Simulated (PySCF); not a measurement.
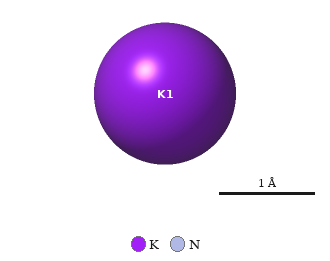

The structure as given in the input (ball-and-stick view, seen at a tilt; atoms are numbered from 1 in the order of the input). Sticks mark near contacts.

# Single-point calculation, with input and output: KN

- system: KN, multiplicity 3
- method: UHF/x2c-svpall, mp2 (PySCF 2.14.0)

Some settings of this run were made unusual or wrong on purpose.

The input:
```python
from pyscf import gto, scf, mp

mol = gto.M(
    atom='K 0 0 0; N 0 0 0.1',
    basis='x2c-svpall',
    charge=0,
    spin=2,
    verbose=4,
)
mf = scf.UHF(mol)
mf = mf.sfx2c1e()
mf = mf.newton()
mf.kernel()
mp.MP2(mf, frozen=6).kernel()
mf.dip_moment()
print('orbital energies (hartree):', [e[max(0, n-3):n+3].round(4) for e, n in zip(mf.mo_energy, mol.nelec)])
```

Hardware: 1 CPU thread, shared host.

Launch command:
```bash
OMP_NUM_THREADS=1 python input.py
```

Log:
```
PySCF version 2.14.0

[INPUT] verbose = 4
[INPUT] num. atoms = 2
[INPUT] num. electrons = 26
[INPUT] charge = 0
[INPUT] spin (= nelec alpha-beta = 2S) = 2
[INPUT] symmetry False subgroup None
[INPUT] Mole.unit = angstrom
[INPUT] Symbol           X                Y                Z      unit          X                Y                Z       unit  Magmom
[INPUT]  1 K      0.000000000000   0.000000000000   0.000000000000 AA    0.000000000000   0.000000000000   0.000000000000 Bohr   0.0
[INPUT]  2 N      0.000000000000   0.000000000000   0.100000000000 AA    0.000000000000   0.000000000000   0.188972612457 Bohr   0.0

nuclear repulsion = 703.8056905236
number of shells = 6
number of NR pGTOs = 75
number of NR cGTOs = 38
basis = x2c-svpall
ecp = {}

******** <class 'pyscf.soscf.newton_ah.SecondOrdersfX2C1eUHF'> ********
method = SecondOrdersfX2C1eUHF
initial guess = minao
damping factor = 0
level_shift factor = 0
DIIS = <class 'pyscf.scf.diis.CDIIS'>
diis_start_cycle = 1
diis_space = 8
diis_damp = 0
SCF conv_tol = 1e-09
SCF conv_tol_grad = None
SCF max_cycles = 50
direct_scf = True
direct_scf_tol = 1e-13
number electrons alpha = 14  beta = 12

******** <class 'pyscf.x2c.sfx2c1e.SpinFreeX2CHelper'> ********
approx = 1e
xuncontract = 1
******** <class 'pyscf.x2c.sfx2c1e.sfX2C1eUHF'> Newton solver flags ********
SCF tol = 1e-09
conv_tol_grad = None
max. SCF cycles = 50
direct_scf = True
direct_scf_tol = 1e-13
max_cycle_inner = 12
max_stepsize = 0.05
ah_start_tol = 1e+09
ah_level_shift = 0
ah_conv_tol = 1e-12
ah_lindep = 1e-14
ah_start_cycle = 1
ah_max_cycle = 40
ah_grad_trust_region = 2.5
kf_interval = 4
kf_trust_region = 5
canonicalization = True
Set conv_tol_grad to 3.16228e-05

WARN: alpha nocc = 14  HOMO -0.0388216699002805 >= LUMO -0.0388216698931512

  beta  nocc = 12  HOMO = -0.671921711988843  LUMO = -0.190629401092274

WARN: HOMO -0.0388216699002805 >= LUMO -0.190629401092274

Initial guess E= -265.703403678549  |g|= 1.85474
macro= 0  E= -265.904507692633  delta_E= -0.201104  |g|= 0.280466  3 KF 11 JK
macro= 1  E= -265.905117361086  delta_E= -0.000609668  |g|= 7.17082e-05  3 KF 11 JK
macro= 2  E= -265.905117361069  delta_E= 1.62572e-11  |g|= 5.2936e-06  1 KF 2 JK
Canonicalize SCF orbitals
macro X = 3  E=-265.905117361069  |g|= 5.2936e-06  total 8 KF 28 JK
converged SCF energy = -265.905117361069  <S^2> = 2.0022951  2S+1 = 3.0015297

******** <class 'pyscf.mp.ump2.UMP2'> ********
nocc = (np.int64(8), np.int64(6)), nmo = (32, 32)
frozen orbitals 6
E(UMP2) = -266.008693289061  E_corr = -0.103575927992158
E(SCS-UMP2) = -265.999435340814  E_corr = -0.094317979745068
E_corr(same-spin) = -0.0345843852063712
E_corr(oppo-spin) = -0.0689915427857869
Dipole moment(X, Y, Z, Debye):  0.00000, -0.00000, -0.73875
orbital energies (hartree): [array([-0.6176, -0.2996, -0.1147,  0.0213,  0.0422,  0.0422]), array([-0.9476, -0.5945, -0.5945,  0.0067,  0.0531,  0.0882])]
```

What the run reported:

| quantity | value |
| --- | --- |
| outcome | converged |
| SCF energy | −265.905117 hartree |
| ⟨S²⟩ | 2.002 |
| dipole moment | 0.74 D |
| wall time | 1.9 s |

Diagnosis:

Some settings of this run were drawn to be unusual or wrong. It converged; results that depend on the unusual settings are not reference values.
